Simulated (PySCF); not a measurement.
**GaP (charge +1, quartet): density, localisation and related maps**

```xyz
2

Ga    0.0000    0.0000   -0.8384
P     0.0000    0.0000    1.8656
```

Method: PBE0/cc-pVDZ(-PP), non-relativistic Hamiltonian with scalar-relativistic core potentials where named, at a bond length of 2.704 Å (PySCF).

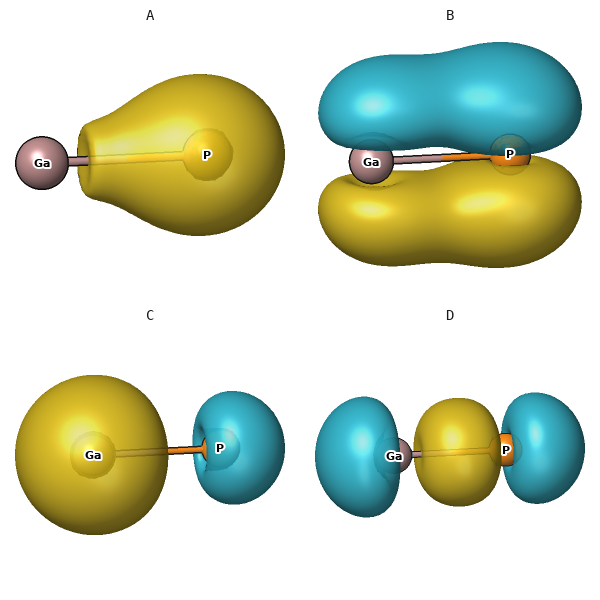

Figure 1. Four frontier β-spin orbitals, each drawn at the value that holds 80 % of its norm (yellow and cyan are the two phases), in no order; of a degenerate pair one member is drawn.

Name the orbitals and rank them from lowest to highest energy.

Orbital A: σ, occupied in this spin, −19.65 eV; mainly on P (85 %).
Orbital C: σ, occupied in this spin, −15.91 eV; mainly on Ga (80 %).
Orbital D: σ, empty in this spin, −9.38 eV; shared between the atoms (Ga 40 %, P 60 %).
Orbital B: π, empty in this spin, −8.67 eV; bonding, with no node between the atoms.

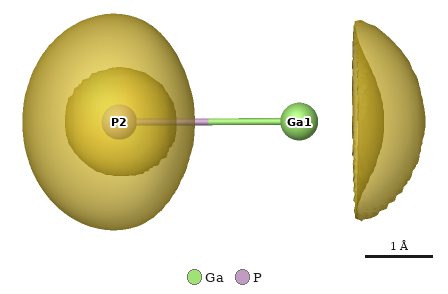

Figure 2. Isosurface of the ELF at 0.75 (yellow), seen from one side. Only the valence region is drawn (cores and ρ < 0.01 e/Å³ removed).

Where are the electrons localised?

At this value the surface marks out one lobe on Ga, pointing away from the bonds (non-bonding electrons) and one region wrapped around P (its valence shell). Along the contacts the grid gives the following. Ga–P (2.70 Å): the ELF peaks at about 0.80 in the valence shell of P, 1.0 Å from its nucleus, and is about 0.55 at the midpoint.
